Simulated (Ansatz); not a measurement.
## What a change does: single-point calculation on CH₅MoNOS₂

System: CH₅MoNOS₂.
Method of run 1: RKS SPW92 (LDA)/def2-TZVPP (Ansatz 0.2.0).

The geometry comes from this level: PBE0-D4/def2-TZVP. Text and figures count atoms from 1; the logs count them from 0 in places.

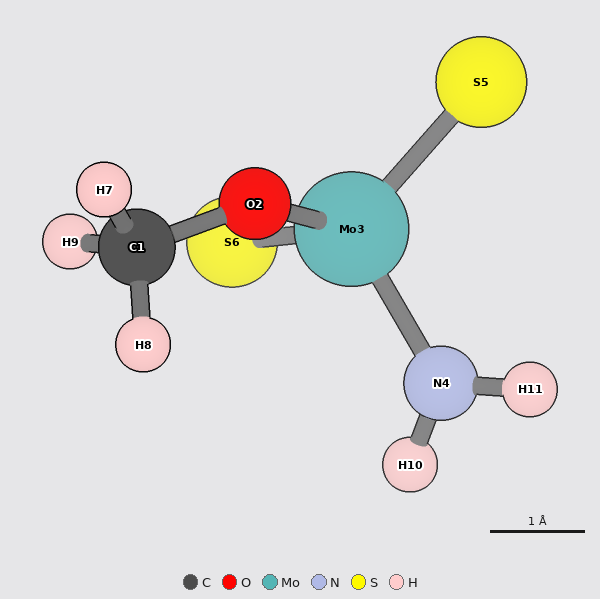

**Figure 1.** The structure as given in the input (ball-and-stick view, seen at a tilt; atoms are numbered from 1 in the order of the input). Sticks mark near contacts. Bond lengths as drawn: C–H 1.09 Å, C–O 1.41 Å, H–N 1.01 Å, Mo–N 1.91 Å, Mo–O 1.85 Å and Mo–S 2.11 Å.

**Input file, run 1**
```yaml
crystal:
  periodic: [false, false, false]
  atoms:
    - {symbol: C, position_ang: [-0.523410, -1.172795, 1.554478]}
    - {symbol: O, position_ang: [0.512298, -0.477001, 0.907772]}
    - {symbol: Mo, position_ang: [0.537789, 0.925312, -0.293731]}
    - {symbol: N, position_ang: [0.226656, 0.289593, -2.068880]}
    - {symbol: S, position_ang: [2.424323, 1.860884, -0.232585]}
    - {symbol: S, position_ang: [-1.023386, 2.250591, 0.195662]}
    - {symbol: H, position_ang: [-0.092744, -1.741314, 2.382212]}
    - {symbol: H, position_ang: [-1.006503, -1.867855, 0.860718]}
    - {symbol: H, position_ang: [-1.272750, -0.475576, 1.942114]}
    - {symbol: H, position_ang: [-0.682801, 0.275594, -2.505362]}
    - {symbol: H, position_ang: [0.965829, 0.075566, -2.721698]}
basis:
  gaussian: {orbitals: def2-TZVPP}
hamiltonian: {xc: lda}
output: {orbitals: {seedname: orbitals}}
```

Launched with:
```bash
ansatz run in.yaml --threads 4 --pin off --events-out ev --progress --plain --max-ram 11315MiB
```

Hardware: 4 threads of Arm Neoverse V1, 23 GiB of memory available, shared host.

**Output (run 1)**
```
Functional definition: SPW92
  exchange = slater_x
  correlation = pw_c
1648 factors; their error is unknown
mean field evaluation 1: about -28056.2492 eV, gradient 9.9e1 eV
mean field evaluation 2: about -27870.1995 eV, gradient 2.7e2 eV
mean field evaluation 4: about -28056.7439 eV, gradient 9.6e1 eV
mean field evaluation 8: about -28075.5739 eV, gradient 5.1e0 eV
mean field evaluation 16: about -28075.6214 eV, gradient 2.6e-2 eV
mean field -28075.62144293 eV, -1031.7600576879 hartree, gradient 5.7e-5 eV, S^2 0.000000; 0 other end points of the search recorded, 0 dependent functions left out
reference -28075.62150162 eV, -1031.7600598449 hartree; 36, 36 occupied and 267, 267 virtual orbitals, 1648 factors
Total energy: -28075.62150162 eV, -1031.7600598449 hartree
```

Run 2 used a changed input.

**The two runs side by side**

| quantity | run 1 | run 2 |
| --- | --- | --- |
| outcome | converged | converged |
| total energy (hartree) | −1031.760060 | −1035.578115 |
| HOMO (eV) | −6.10 | −9.53 |
| LUMO (eV) | −3.65 | −0.93 |
| basis functions | 303 | 303 |
| wall time (shared host) | 2.7 s | 5.5 s |

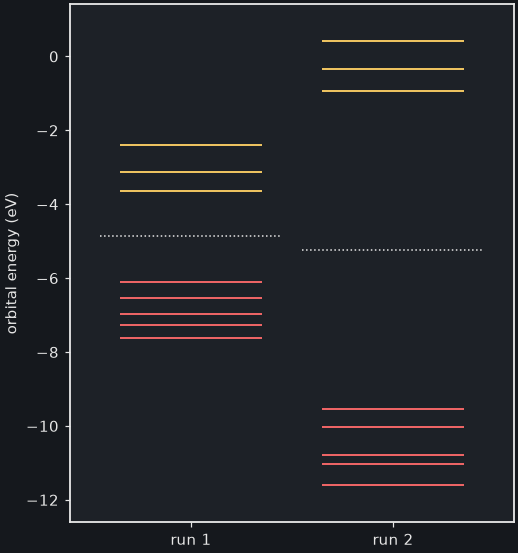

**Figure 2.** The five highest filled and three lowest empty orbital energies of the two runs; the dotted lines part filled from empty levels. The HOMO–LUMO gap is 2.45 eV in run 1 and 8.61 eV in run 2.

Which change of the input explains these differences?

The change (lines with − go, lines with + come):
```diff
-hamiltonian: {xc: lda}
+hamiltonian: {xc: {name: LC-wPBE}}
```

The total energies belong to different methods, so their difference says nothing on which is more stable or more accurate. The HOMO goes from −6.10 to −9.53 eV. The LUMO goes from −3.65 to −0.93 eV. On the same kind of shared host run 2 took about 2.1 times as long.

**Output (run 2)**
```
Functional definition: LC-wPBE
  parameter omega = 0.4/bohr
  exchange = pbe_x_sr(omega) + exact_x_lr(omega)
  correlation = pbe_c
1648 factors; their error is unknown
498 factors; integrals over basis functions are off by at most 2.3e-5 eV
mean field evaluation 1: about -28170.7867 eV, gradient 7.0e1 eV
mean field evaluation 2: about -28151.8397 eV, gradient 1.3e2 eV
mean field evaluation 4: about -28179.3281 eV, gradient 1.0e1 eV
mean field evaluation 8: about -28179.5389 eV, gradient 3.9e-1 eV
mean field evaluation 16: about -28179.5161 eV, gradient 2.6e-3 eV
mean field -28179.51607732 eV, -1035.5781150795 hartree, gradient 8.5e-5 eV, S^2 0.000000; 0 other end points of the search recorded, 0 dependent functions left out
reference -28179.51607733 eV, -1035.5781150798 hartree; 36, 36 occupied and 267, 267 virtual orbitals, 1648 factors
Total energy: -28179.51607733 eV, -1035.5781150798 hartree
```
